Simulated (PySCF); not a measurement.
Sn(H)(OH), SMILES [SnH][OH] (H2OSn) at its B3LYP/def2-SVP optimised geometry (Å):

```
4

Sn    -0.8289    -1.2328     0.0000
H      0.9867    -1.2328     0.0000
O     -0.9867     0.7747     0.0000
H     -0.1341     1.2328     0.0018
```

Method: B3LYP/def2-TZVP, def2 effective core potentials past Kr (PySCF). The core electrons that the potentials of Sn replace are not part of the density. Cells within 0.4 Å of a nucleus heavier than hydrogen are left out (blank, or x).

Map of the deformation density (molecule minus spherical neutral atoms) (e/bohr³) on the plane z = 0.0 Å:

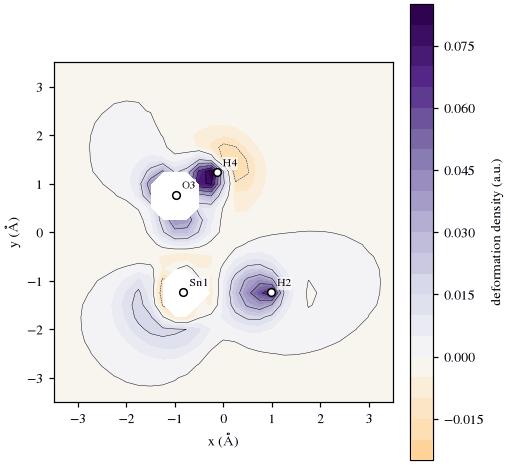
Deformation density (molecule minus spherical neutral atoms) (e/bohr³) on the plane z = 0.0 Å.
